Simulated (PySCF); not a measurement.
C4H12FSi2 (doublet)

```yaml
atoms:
  - { symbol: C, position_ang: [-0.7421, -1.0663, -1.1857] }
  - { symbol: C, position_ang: [-0.6016, 0.1653, -0.2937] }
  - { symbol: C, position_ang: [-1.6220, 1.2232, -0.7081] }
  - { symbol: C, position_ang: [-0.8779, -0.2619, 1.1432] }
  - { symbol: F, position_ang: [-0.5158, 0.7315, 2.0292] }
  - { symbol: Si, position_ang: [1.2014, 0.8788, -0.3534] }
  - { symbol: Si, position_ang: [2.7685, -0.4196, 0.6890] }
  - { symbol: H, position_ang: [-0.0063, -1.8251, -0.9254] }
  - { symbol: H, position_ang: [-0.5967, -0.7934, -2.2282] }
  - { symbol: H, position_ang: [-1.7345, -1.5077, -1.0858] }
  - { symbol: H, position_ang: [-1.4125, 1.5836, -1.7130] }
  - { symbol: H, position_ang: [-1.5908, 2.0701, -0.0261] }
  - { symbol: H, position_ang: [-2.6319, 0.8112, -0.6954] }
  - { symbol: H, position_ang: [-0.2900, -1.1447, 1.4179] }
  - { symbol: H, position_ang: [-1.9420, -0.4603, 1.3205] }
  - { symbol: H, position_ang: [1.0603, 2.3075, -0.0239] }
  - { symbol: H, position_ang: [2.8090, -0.5479, 2.1525] }
  - { symbol: H, position_ang: [2.6231, -1.7986, 0.1936] }
  - { symbol: H, position_ang: [4.0920, 0.0636, 0.2853] }
```

Geometry: GFN2-xTB.

Theory: UKS B3LYP, pcH-1 on C F H Si, non-relativistic, mean-field spin-orbit, GIAO in PySCF 2.14.0, density-fitted response routines.

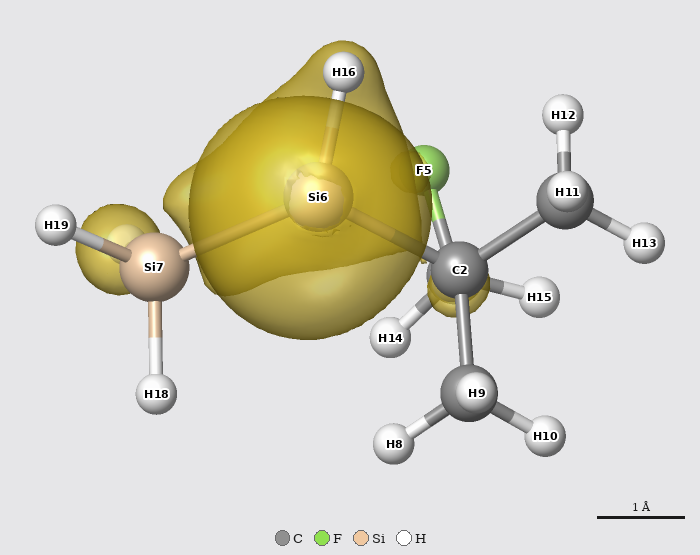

Figure 1. Isosurfaces of the spin density at +0.015 (yellow) and −0.015 e/Å³ (cyan), seen across its widest extent.

> Which atoms carry the spin?

The unpaired spin (1 electron) lies mostly on Si6 (about 0.7) and Si7 (about 0.1), in electrons by Hirshfeld's partition.

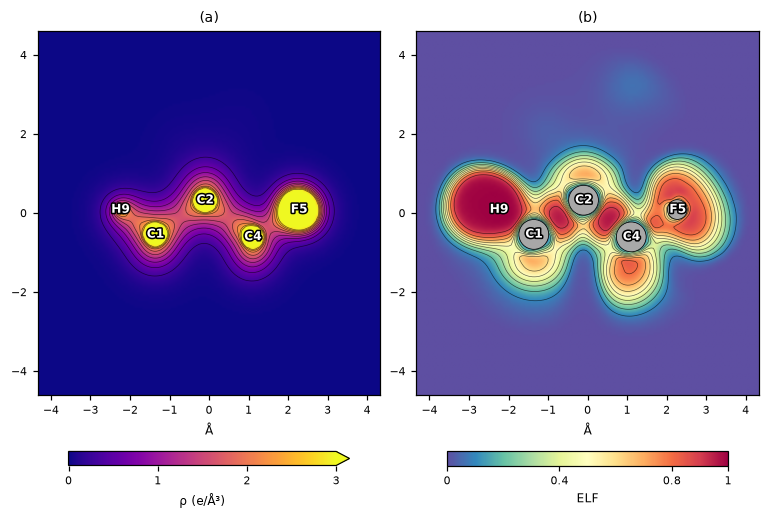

Figure 2. (a) electron density; (b) ELF on the plane of atoms C2, C1 and H9. Grey discs cover the atomic cores in the ELF map.

> Describe what can be read from this map.

Atoms in the plane: C, F and H. C–F (1.38 Å): ρ at the midpoint is about 2.1 e/Å³, with its minimum of 1.6 e/Å³ about 0.5 Å from C; the ELF peaks at about 0.85 between the atoms (a polar covalent bond). C–C (1.52 Å): ρ at the midpoint is about 1.7 e/Å³; the ELF peaks at about 0.95 between the atoms; a shared electron pair. C–H (1.09 Å): the density is about 2 e/Å³ at the midpoint; the ELF climbs to about 1 towards the hydrogen, as it does in any bond to H; a covalent bond by its length. The ELF also peaks beside F5, away from the bonds: non-bonding electrons, paired or unpaired.

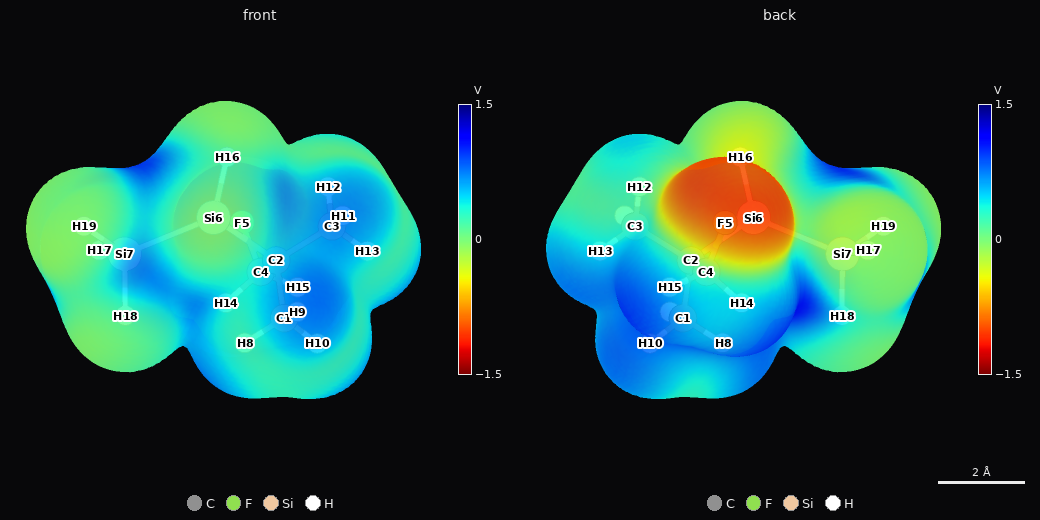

Figure 3. The electrostatic potential painted on the density surface at 0.002 e/bohr³, seen from the front and from behind; red is negative and blue positive.

> Where is the surface potential most negative and most positive?

The most negative region (about −1.0 V, or −23 kcal/mol for a unit charge) lies over F5, the most positive (about +1.1 V, or +25 kcal/mol for a unit charge) over Si7 and H14.
